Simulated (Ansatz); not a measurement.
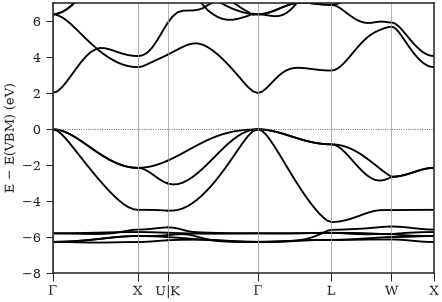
Figure. Band structure from the program Ansatz at the PBE level (PAW)

**Question.** Read off the gap and where the band edges lie.

**Answer.** About 2.0 eV (2.02 eV by a search for the band edges); maximum at Γ, minimum at Γ.

**Question.** Pick the material that matches.
(A) ZnS, zinc blende
(B) Li2Se, anti-fluorite
(C) Mg2Ge, anti-fluorite

**Answer.** A, ZnS, zinc blende

Space group F-43m (zinc blende). The PBE relaxation kept the symmetry of its start.

Potentials: the later of the program's two PAW sets.
